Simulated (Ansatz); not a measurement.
Starting cell, Nb (bcc, W type):

```yaml
crystal:
  lattice:
    - [-3.30269, 3.30269, 3.30269]
    - [1.65135, -1.65135, 1.65135]
    - [1.65135, 1.65135, -1.65135]
  atoms:
    - { symbol: Nb, position: [0.00000, 0.00000, 0.00000] }
    - { symbol: Nb, position: [0.50000, 0.00000, 0.00000] }
```

The atoms are displaced by Q × the pattern below (from a DFPT mode at N = (0.5, 0.0, 0.0), largest move 1; Q in Å), at fixed cell. (q is in reciprocal vectors of the primitive cell; the cell shown is doubled to hold the pattern.)

```tsv
atom	x	y	z
Nb1	0.000	-0.707	-0.707
Nb2	0.000	0.707	0.707
```

Computed with r2SCAN (plane waves to 500 eV, PAW, scalar-relativistic; Ansatz, a first-principles code). k mesh 10×20×20 (Γ-centred), Fermi-Dirac smearing 0.05 eV. The energy includes the smearing's −TS. With partly filled bands, energies and forces of such displacements shift with the k mesh and the smearing. Nb is run without spin polarisation. Nb was relaxed with its symmetry unable to fall. ΔE is measured from the undisplaced structure.

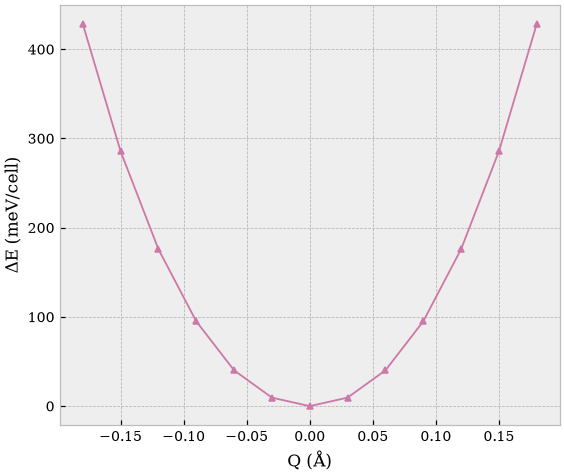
Figure. ΔE (meV/cell) against Q (Å); computed points joined by lines.

Problem. What is the energy change at Q = 0.180 Å?

Solution. About 430 meV/cell.

Problem. What harmonic wavenumber does the curvature at Q = 0 give?

Solution. About 180 cm⁻¹.

(For displaced atoms, the force is minus the slope of the energy, and its curvature is a force constant, which sets phonon frequencies.)
